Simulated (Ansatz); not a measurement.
**C₂H₇AlAsB: one change and its effect**

System: C₂H₇AlAsB.
Method of run A: RKS SPW92 (LDA)/def2-TZVPP (Ansatz 0.2.0).

The geometry comes from this level: PBE0-D4/def2-TZVP. Text and figures count atoms from 1; the logs count them from 0 in places.

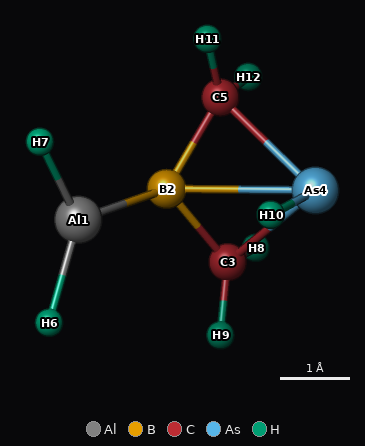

Fig. 1: The structure (ball-and-stick view, seen at a tilt; atoms are numbered from 1 in the order of the input). Sticks mark near contacts. Bond lengths as drawn: Al–B 2.12 Å, Al–H 1.60 Å, As–B 2.23 Å, As–C 2.03 Å, As–H 1.54 Å, B–C 1.55 Å and C–H 1.09 Å.

### Input file, run A
```yaml
crystal:
  periodic: [false, false, false]
  atoms:
    - {symbol: Al, position_ang: [-1.263404, 1.643040, -0.038800]}
    - {symbol: B, position_ang: [-0.428994, -0.292876, 0.206903]}
    - {symbol: C, position_ang: [0.607400, -0.626717, 1.311554]}
    - {symbol: As, position_ang: [1.707643, -0.476118, -0.386794]}
    - {symbol: C, position_ang: [-0.082640, -1.218096, -0.988779]}
    - {symbol: H, position_ang: [-1.185559, 2.746394, 1.115224]}
    - {symbol: H, position_ang: [-1.961386, 2.094602, -1.404078]}
    - {symbol: H, position_ang: [0.780548, -1.671825, 1.578709]}
    - {symbol: H, position_ang: [0.839034, 0.046189, 2.132704]}
    - {symbol: H, position_ang: [1.402996, 1.004004, -0.676003]}
    - {symbol: H, position_ang: [-0.402988, -1.018387, -2.007715]}
    - {symbol: H, position_ang: [0.064449, -2.285609, -0.808826]}
basis:
  gaussian: {orbitals: def2-TZVPP}
hamiltonian: {xc: lda}
output: {orbitals: {seedname: orbitals}}
```

Hardware: 4 threads of Oxide Virtual Turin-like, 27 GiB of memory available, shared host.

### Output (run A)
```
Functional definition: SPW92
  exchange = slater_x
  correlation = pw_c
1584 factors; their error is unknown
mean field evaluation 1: about -70133.0319 eV, gradient 9.8e1 eV
mean field evaluation 2: about -69962.1085 eV, gradient 2.2e2 eV
mean field evaluation 4: about -70153.7951 eV, gradient 2.7e1 eV
mean field evaluation 8: about -70156.2837 eV, gradient 1.6e-1 eV
mean field evaluation 16: about -70156.2667 eV, gradient 1.3e-3 eV
mean field -70156.26672913 eV, -2578.1952486701 hartree, gradient 1.4e-5 eV, S^2 0.000000; 0 other end points of the search recorded, 0 dependent functions left out
reference -70156.26677673 eV, -2578.1952504193 hartree; 35, 35 occupied and 246, 246 virtual orbitals, 1584 factors
Total energy: -70156.26677673 eV, -2578.1952504193 hartree
```

For run B the input was changed thus:
```diff
-hamiltonian: {xc: lda}
+correlation: {method: ccsd_t}
```

What does this change do to the results?

The total energies belong to different methods, so their difference says nothing on which is more stable or more accurate. The HOMO goes from −5.73 to −9.20 eV. The LUMO goes from −2.73 to 1.06 eV. On the same kind of shared host run B took about 130 times as long.

### Output (run B)
```
Functional definition: HF
  exchange = exact_x
  correlation = 0
1672 factors; integrals over basis functions are off by at most 1.1e-3 eV
mean field evaluation 1: about -70216.8753 eV, gradient 3.9e1 eV
mean field evaluation 2: about -70217.1364 eV, gradient 3.9e1 eV
mean field evaluation 4: about -70221.7600 eV, gradient 4.7e0 eV
mean field evaluation 8: about -70221.8640 eV, gradient 3.6e-1 eV
mean field evaluation 16: about -70221.8655 eV, gradient 2.0e-6 eV
mean field -70221.86545447 eV, -2580.6059573617 hartree, gradient 2.0e-6 eV, S^2 0.000000; 0 other end points of the search recorded, 0 dependent functions left out
17 core orbitals not correlated: weight in the atoms' cores, before any rotation towards them, 1.000 or more for the frozen orbitals, at most 0.000 for the correlated occupied ones
reference -70221.86545447 eV, -2580.6059573617 hartree; 18, 18 occupied and 246, 246 virtual orbitals, 1672 factors
second order -21.79957965 eV of doubles, -0.00000000 eV of singles
cycle   1  -22.14182931 eV  change   -3.4e-1 eV  update   1.2e-1
cycle   2  -22.81954776 eV  change   -6.8e-1 eV  update   3.5e-2
cycle   3  -22.93369974 eV  change   -1.1e-1 eV  update   1.8e-2
cycle   4  -22.91920343 eV  change    1.4e-2 eV  update   5.3e-3
cycle   5  -22.91877546 eV  change    4.3e-4 eV  update   3.0e-3
cycle   6  -22.91882000 eV  change   -4.5e-5 eV  update   1.1e-3
cycle   7  -22.91816288 eV  change    6.6e-4 eV  update   4.6e-4
cycle   8  -22.91830680 eV  change   -1.4e-4 eV  update   2.0e-4
cycle   9  -22.91837505 eV  change   -6.8e-5 eV  update   7.8e-5
cycle  10  -22.91831894 eV  change    5.6e-5 eV  update   3.5e-5
cycle  11  -22.91834633 eV  change   -2.7e-5 eV  update   1.5e-5
perturbative correction -1.03914624 eV, -0.0381879200 hartree
Total energy: -70245.82294704 eV, -2581.4863789747 hartree
```

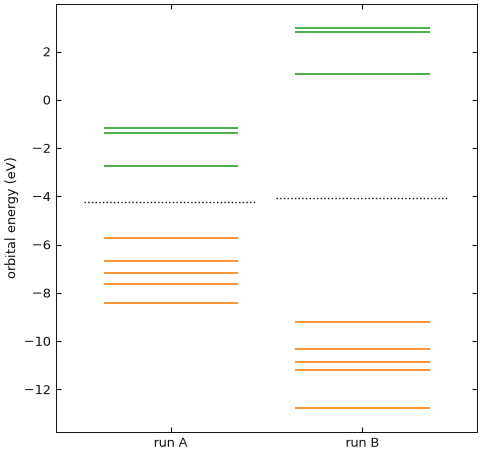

Fig. 2: The five highest filled and three lowest empty orbital energies of the two runs; the dotted lines part filled from empty levels. The HOMO–LUMO gap is 3.00 eV in run A and 10.26 eV in run B.

### The two runs side by side

| quantity | run A | run B |
| --- | --- | --- |
| outcome | converged | converged |
| total energy (hartree) | −2578.195250 | −2581.486379 |
| HOMO (eV) | −5.73 | −9.20 |
| LUMO (eV) | −2.73 | 1.06 |
| basis functions | 281 | 281 |
| wall time (shared host) | 2.3 s | 5 min |
